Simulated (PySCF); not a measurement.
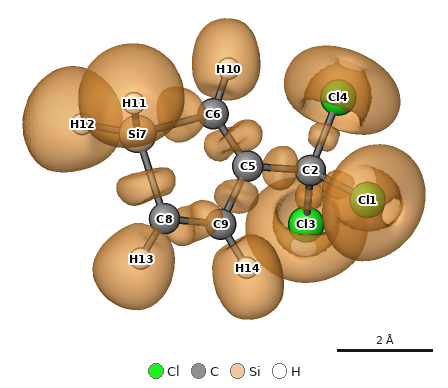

Figure 1: C5H5Cl3Si (SMILES ClC(Cl)(Cl)C1=C[SiH2]C=C1). Isosurface of the ELF at 0.8 (orange), seen at a tilt. Core shells and regions of very low density are left out.

Geometry: GFN2-xTB.

Method: PBE0/def2-SVPD, SCF density, gas phase in PySCF.

```yaml
atoms:
  - { symbol: Cl, position_ang: [2.6675, 0.4175, 1.5581] }
  - { symbol: C, position_ang: [2.0526, -0.1078, -0.0397] }
  - { symbol: Cl, position_ang: [2.5166, -1.8213, -0.2740] }
  - { symbol: Cl, position_ang: [2.8740, 0.8515, -1.2795] }
  - { symbol: C, position_ang: [0.5677, 0.0187, -0.0716] }
  - { symbol: C, position_ang: [-0.1427, 0.7654, -0.9257] }
  - { symbol: Si, position_ang: [-1.9839, 0.5732, -0.5386] }
  - { symbol: C, position_ang: [-1.5268, -0.6033, 0.8636] }
  - { symbol: C, position_ang: [-0.1990, -0.7403, 0.9203] }
  - { symbol: H, position_ang: [0.3180, 1.3615, -1.6927] }
  - { symbol: H, position_ang: [-2.5829, 1.8271, -0.0884] }
  - { symbol: H, position_ang: [-2.7093, -0.0665, -1.6332] }
  - { symbol: H, position_ang: [-2.1797, -1.1179, 1.5475] }
  - { symbol: H, position_ang: [0.3272, -1.3583, 1.6318] }
```

### Identify the bonds, lone pairs and shells in this picture.

At this value the surface marks out four regions between bonded C–C atoms (shared pairs), three regions between bonded C–Cl atoms (shared pairs), two regions between bonded C–Si atoms (shared pairs), five regions around hydrogen nuclei and three rings or bowls of non-bonding electrons around Cl. Profiles from the grid: C–C (1.34 Å): the ELF peaks at about 0.95 between the atoms: a short, multiple covalent bond. C–Cl (1.77 Å): the ELF peaks at about 0.90 between the atoms; a shared electron pair.
